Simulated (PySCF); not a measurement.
Input

```
{"job": {"kind": "uv", "xc": "B3LYP", "basis": "def2-SVPD", "nstates": 8, "ntriplets": 3}, "charge": 0, "multiplicity": 1}
C      1.890367     0.318752    -0.827049
C      1.001293    -0.402322    -0.165883
C     -0.048526     0.172553     0.703799
Si    -1.821782    -0.065860     0.002101
Cl    -0.043423    -0.669842     2.298617
H      1.920591     1.393091    -0.744025
H      2.616430    -0.132951    -1.480407
H      0.989552    -1.480204    -0.255273
H      0.164112     1.219766     0.921938
H     -2.750370     0.530655     0.957611
H     -2.048473    -1.500370    -0.145079
H     -1.868572     0.616045    -1.292378
```

Run with:

```sh
OMP_NUM_THREADS=1 python probes_run.py task.json out
```

Geometry: GFN2-xTB.

These are results of B3LYP/def2-SVPD, SCF density, gas phase (PySCF 2.14.0), not measurements.

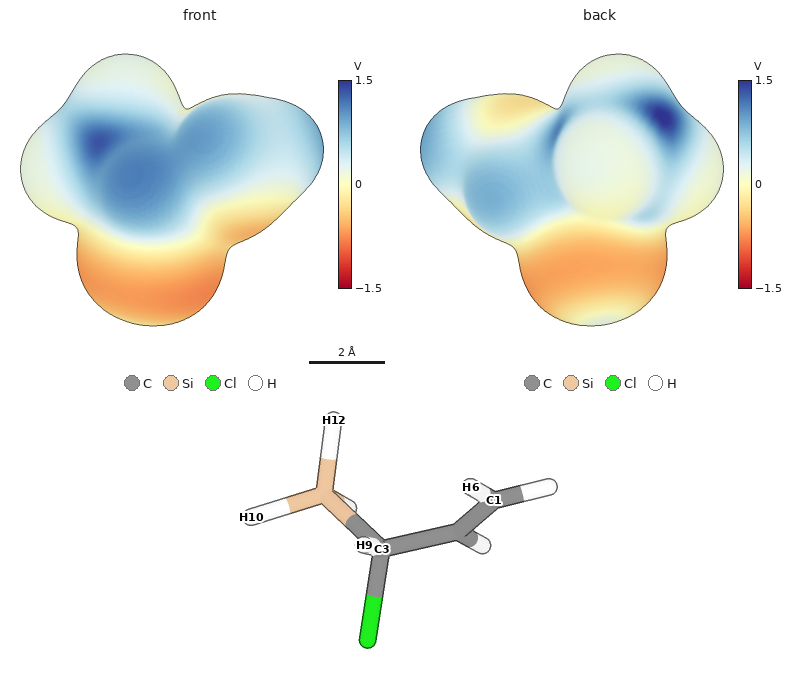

C$_{3}$H$_{7}$ClSi. The molecular electrostatic potential painted on the density surface at 0.002 e/bohr³, seen from the front and from behind; the colour scale runs from red (negative) to blue (positive). The bare structure is drawn below in the same view.

### Which sites attract a positive test charge, and which a negative one?

A positive charge is drawn to the negative regions and a negative charge to the positive ones. The most negative region (about −0.8 V) lies over Cl5, the most positive (about +1.4 V) over Si4. Cl5 shows a σ-hole: about +0.2 V at the tip opposite its bond, against about −0.6 V on its flanks.

### How polar is the molecule by this calculation?

Its dipole moment is 1.83 D.
